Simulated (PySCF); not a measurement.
Bond stretch in S2, triplet.

- UCCSD(T) = CCSD(T) on UHF/cc-pVDZ, 10 core orbitals frozen in PySCF
- UMP2/3-21G = PySCF with unrestricted MP2 (frozen core)/3-21G
- UHF/cc-pVDZ (PySCF)
- ROHF/cc-pVDZ (PySCF)

Energies are in kcal/mol, each relative to the lowest point of its own curve near equilibrium.

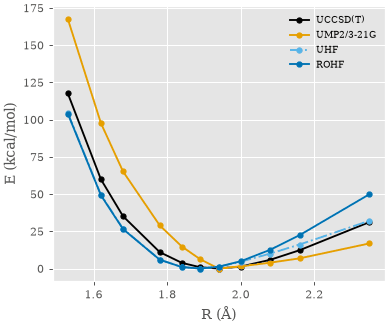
Figure: Energy against bond length for each method.

| R / Å | UCCSD(T) | UMP2/3-21G | UHF | ROHF |
|---|---|---|---|---|
| 1.53 | 117.6 | 167.6 | 104.5 | 104.0 |
| 1.62 | 59.9 | 97.6 | 49.5 | 49.2 |
| 1.68 | 35.2 | 65.2 | 26.7 | 26.5 |
| 1.78 | 11.0 | 28.9 | 6.0 | 5.9 |
| 1.84 | 3.8 | 14.8 | 1.0 | 1.0 |
| 1.89 | 0.9 | 6.2 | 0.0 | 0.0 |
| 1.94 | 0.0 | 0.0 | 1.2 | 1.2 |
| 2.00 | 1.3 | 1.5 | 4.6 | 4.9 |
| 2.08 | 5.8 | 3.9 | 10.0 | 12.6 |
| 2.16 | 12.3 | 6.8 | 16.1 | 22.4 |
| 2.35 | 31.2 | 16.8 | 32.1 | 49.9 |

At the longest distance, 2.35 Å, ROHF lies highest above its minimum (49.9 kcal/mol) and UMP2/3-21G lowest (16.8 kcal/mol).

The scan ran from 1.53 to 7.49 Å; beyond the distances shown one of the unrestricted levels run for this scan, shown here or not, changes its spin distribution in one step.
